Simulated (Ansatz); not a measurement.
# RPA@PBE0/def2-SVPD (core potential) run of InPH4O (SMILES O[PH][InH2])

Aim: the energy change on altering one bond length of InPH4O at RPA@PBE0/def2-SVPD (core potential), from 2 runs. 

Program for the calculation: Ansatz 0.2.0.

53 further runs of the same task are left out: 53 set aside as unsound or not needed. Runs told in other sessions of the task aren't counted.

**1. The structure to begin with**

InPH4O has 7 atoms, charge 0, and is taken as a singlet. As SMILES, `O[PH][InH2]`. The coordinates come from a PBE0-D4/def2-TZVP relaxation. This is one conformer, not always the lowest.

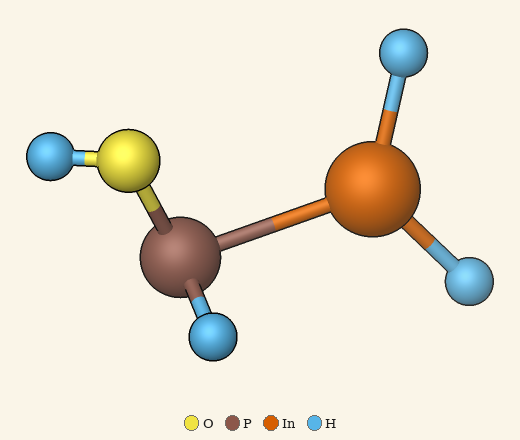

The structure, seen from a chosen angle (oxygen yellow, phosphorus brown, indium orange, hydrogen blue).

**2. A single-point energy at RPA@PBE0/def2-SVPD (core potential)**

File job.yaml:

```yaml
crystal:
  periodic: [false, false, false]
  atoms:
    - symbol: O
      position_ang: [-1.844500, 0.146900, 0.079200]
    - symbol: P
      position_ang: [-0.622800, -0.370000, -0.935500]
    - symbol: In
      position_ang: [1.396900, 0.365900, 0.345900]
    - symbol: H
      position_ang: [-2.634300, 0.311800, -0.441900]
    - symbol: H
      position_ang: [-0.483700, -1.722100, -0.492200]
    - symbol: H
      position_ang: [1.278200, 1.623200, 1.518000]
    - symbol: H
      position_ang: [2.910100, -0.355700, -0.073500]
basis:
  gaussian: {orbitals: def2-SVPD}
correlation: {method: rpa, frozen_orbitals: {H: 0, In: 4, O: 1, P: 5}}
hamiltonian: {xc: {name: PBE0}}
accuracy: high
```

On the command line:

```
ansatz run job.yaml --threads 1 --pin off --max-ram 3480MiB --events-out events.jsonl --progress --plain --runs-dir runs
```

The log of the run:

```text
Warning: RAYON_NUM_THREADS=1 ignored (pool sized by the plan → 1); use --threads N
Functional definition: PBE0
  name "PBE0"
  parameter a = 0.25
  parameter kappa = 0.804
  parameter beta = 0.06672455060314922
  exchange = (1 - a)*pbe_x(kappa = kappa, mu = beta*pi^2/3) + a*exact_x
  correlation = pbe_c(beta = beta)
2372 factors; integrals over basis functions are off by at most 3.2e-9 eV
mean field evaluation 1: about -16560.2063 eV, gradient 4.6e1 eV
mean field evaluation 2: about -16560.2951 eV, gradient 4.6e1 eV
mean field evaluation 4: about -16564.0921 eV, gradient 5.7e0 eV
mean field evaluation 8: about -16564.1845 eV, gradient 4.5e-1 eV
mean field evaluation 16: about -16564.1853 eV, gradient 5.9e-5 eV
mean field -16564.18526539 eV, -608.7225808950 hartree, gradient 9.6e-8 eV, S^2 0.000000; 0 other end points of the search recorded, 0 dependent functions left out
10 core orbitals not correlated: weight in the atoms' cores, before any rotation towards them, 1.000 or more for the frozen orbitals, at most 0.000 for the correlated occupied ones
reference -16515.48811210 eV, -606.9329935198 hartree; 14, 14 occupied and 87, 87 virtual orbitals, 2372 factors
Total energy: -16533.08748553 eV, -607.5797585642 hartree
```

Wall time 25 s (1 thread of Arm Neoverse V1, shared host); peak memory 0.57 GiB.

**3. The distorted shape, same level**

File run.yaml:

```yaml
crystal:
  periodic: [false, false, false]
  atoms:
    - symbol: O
      position_ang: [-1.725990, 0.122157, 0.157391]
    - symbol: P
      position_ang: [-0.504290, -0.394743, -0.857309]
    - symbol: In
      position_ang: [1.515410, 0.341157, 0.424091]
    - symbol: H
      position_ang: [-2.634300, 0.311800, -0.441900]
    - symbol: H
      position_ang: [-0.365190, -1.746843, -0.414009]
    - symbol: H
      position_ang: [1.396710, 1.598457, 1.596191]
    - symbol: H
      position_ang: [3.028610, -0.380443, 0.004691]
basis:
  gaussian:
    orbitals: def2-SVPD
hamiltonian:
  xc: {name: PBE0}
correlation:
  method: rpa
  frozen_orbitals: {H: 0, In: 4, O: 1, P: 5}
accuracy: high
```

On the command line:

```
ansatz run run.yaml --threads 1 --pin off --max-ram 3480MiB --events-out events.jsonl --progress --plain --runs-dir runs
```

The log of the run, shortened:

```text
Warning: RAYON_NUM_THREADS=1 ignored (pool sized by the plan → 1); use --threads N
[... 2 set-up lines as earlier in the session ...]
[...]
2379 factors; integrals over basis functions are off by at most 3.2e-9 eV
[...]
mean field -16563.79304878 eV, -608.7081672005 hartree, gradient 3.6e-8 eV, S^2 0.000000; 0 other end points of the search recorded, 0 dependent functions left out
10 core orbitals not correlated: weight in the atoms' cores, before any rotation towards them, 1.000 or more for the frozen orbitals, at most 0.000 for the correlated occupied ones
reference -16514.92486747 eV, -606.9122946615 hartree; 14, 14 occupied and 87, 87 virtual orbitals, 2379 factors
Total energy: -16532.73052779 eV, -607.5666406089 hartree
```

Wall time 25 s (1 thread of Arm Neoverse V1, shared host); peak memory 0.57 GiB.

**4. Outcome**

At RPA@PBE0/def2-SVPD (core potential), 10 core orbitals frozen:

| quantity | value |
| --- | --- |
| first shape: total energy | -607.57976 Eh |
| first shape: RPA correlation energy (valence) | -646.8 mEh |
| distorted shape: total energy | -607.56664 Eh |
| distorted shape: RPA correlation energy (valence) | -654.3 mEh |
| energy change with the O1–H4 bond stretched from 0.960 to 1.105 Å | 0.357 eV |

With the O1–H4 bond stretched from 0.960 to 1.105 Å the energy rises by 0.36 eV (8.2 kcal/mol). The first shape isn't relaxed at this level, so the change isn't measured from a minimum.
